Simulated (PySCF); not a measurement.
```yaml
atoms:
  - { symbol: C, position_ang: [-2.9107, -0.7063, 0.6337] }
  - { symbol: C, position_ang: [-1.7340, -0.2216, 1.0101] }
  - { symbol: C, position_ang: [-0.5275, -0.1329, 0.1977] }
  - { symbol: C, position_ang: [-0.4402, -0.6901, -1.0913] }
  - { symbol: C, position_ang: [0.7317, -0.5455, -1.7607] }
  - { symbol: C, position_ang: [1.8490, 0.0875, -1.3104] }
  - { symbol: C, position_ang: [1.7653, 0.6345, -0.0265] }
  - { symbol: S, position_ang: [3.1360, 1.4850, 0.7063] }
  - { symbol: C, position_ang: [0.5936, 0.5196, 0.7057] }
  - { symbol: H, position_ang: [-3.7472, -0.7287, 1.3105] }
  - { symbol: H, position_ang: [-3.0953, -1.0954, -0.3530] }
  - { symbol: H, position_ang: [-1.6198, 0.1625, 2.0165] }
  - { symbol: H, position_ang: [-1.2780, -1.2159, -1.5189] }
  - { symbol: H, position_ang: [2.7522, 0.1684, -1.8961] }
  - { symbol: H, position_ang: [3.9608, 1.3333, -0.3289] }
  - { symbol: H, position_ang: [0.5563, 0.9544, 1.6940] }
```

Geometry: GFN2-xTB.

Computed with UKS B3LYP, pcH-1 on C H S, non-relativistic, mean-field spin-orbit, GIAO in PySCF.

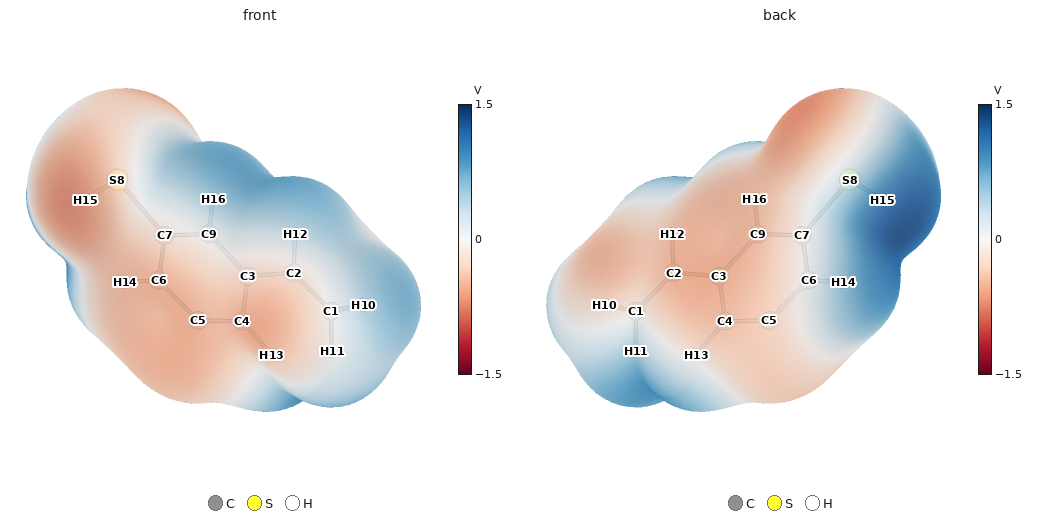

C8H7S (doublet). The molecular electrostatic potential painted on the density surface at 0.001 e/bohr³, seen from the front and from behind; the colour scale runs from red (negative) to blue (positive).

Q: Describe the electrostatic potential map.

A: The most negative region (about −0.7 V) lies over S8, the most positive (about +1.3 V) over H14 and H15.
